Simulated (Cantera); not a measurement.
Charge: 1 mol CaCl₂, 61 mol N₂, at 1.00 Torr.

Cantera equilibrium calculation (NASA polynomials, part measured and part estimated; ideal gas, pure solids and liquids). Candidate condensed phases: Ca, CaCl₂; 8 gas species. The numbers say what is thermodynamically allowed, not how fast it happens.

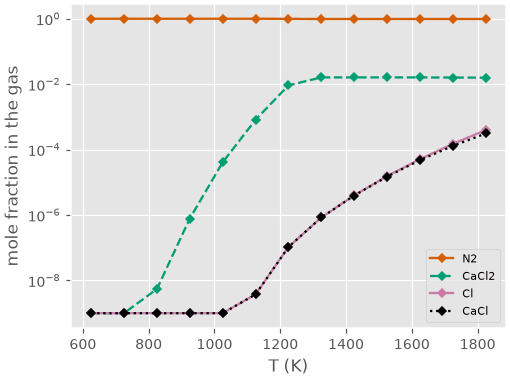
Figure: Equilibrium gas composition (values under 1e-9 drawn at 1e-9)

From 625 K to 1025 K the condensed part is CaCl₂(s). From 1125 K to 1225 K the condensed part is CaCl₂(l). From 1325 K to 1825 K nothing is condensed.
